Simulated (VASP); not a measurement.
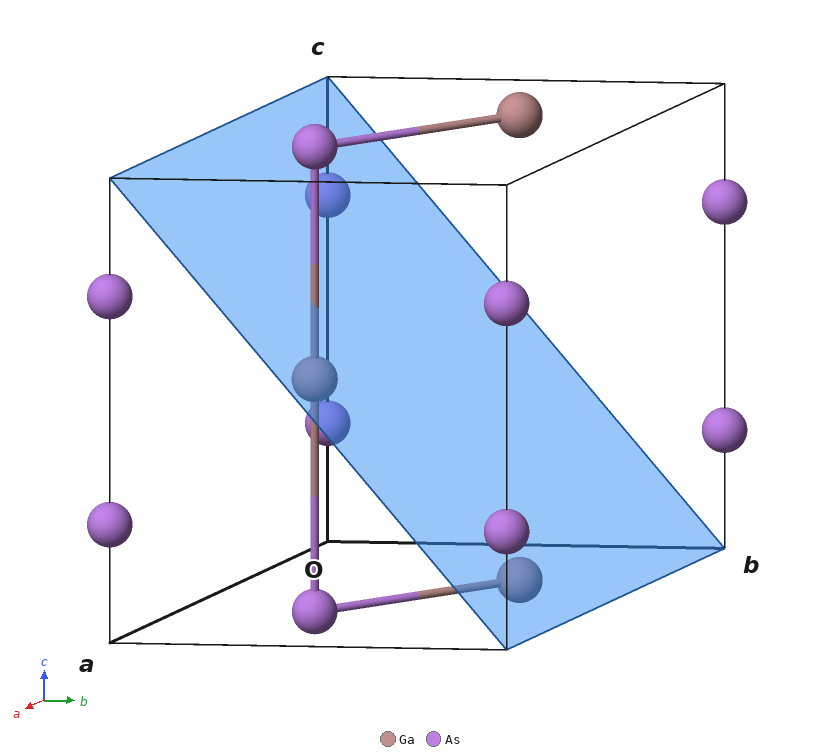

Every member of one family of equally spaced planes, hx + ky + lz = a whole number, that cuts the unit cell is shaded (one member passes through the origin O, touching the cell only at an edge or corner). Crystal: Ga₂As₃, a model structure set up as the input of an electronic-structure calculation (not necessarily at equilibrium). The drawing is computed from the coordinates (standard cell, symmetry found to 0.002 Å).

a = 4.583 Å, b = 4.583 Å, c = 5.628 Å, α = 90.00°, β = 90.00°, γ = 120.00°.

### What are the Miller indices?

(0 1 1), in four indices (0 1 −1 1); the opposite sign names the same planes. The member next to the origin meets the axes a never, b at 1, c at 1.

### What is the spacing?

d = 3.244 Å.

### Which atoms of the cell lie in these planes (within 0.03 Å)?

No atom.
